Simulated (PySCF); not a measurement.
In(H)(Br)(Et), C2H6BrIn, SMILES C[CH2][InH][Br] at its PBE0/def2-SVP optimised geometry (Å):

```
10

In     0.1392     0.7739     0.0000
H     -0.5024     2.3736     0.0000
Br     2.6581     0.7739     0.0000
C     -0.6888    -1.2261    -0.0011
C     -2.2083    -1.3220     0.0009
H     -0.2461    -1.7256     0.8764
H     -0.2489    -1.7230    -0.8816
H     -2.6581    -0.8430    -0.8830
H     -2.6555    -0.8465     0.8881
H     -2.5422    -2.3736    -0.0007
```

Level of theory: PySCF 2.14.0 with PBE0/def2-TZVP, def2 effective core potentials past Kr. The core electrons that the potentials of In replace are not part of the density. Cells within 0.4 Å of a nucleus heavier than hydrogen are left out (blank, or x).

Map of the log10 of the electron density (e/bohr³), floored at −4 on the plane z = 0.0 Å:

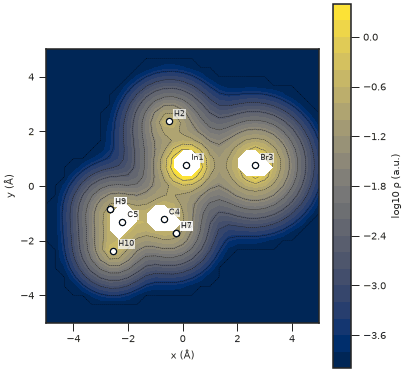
Fig. 1. Log10 of the electron density (e/bohr³), floored at −4 on the plane z = 0.0 Å.
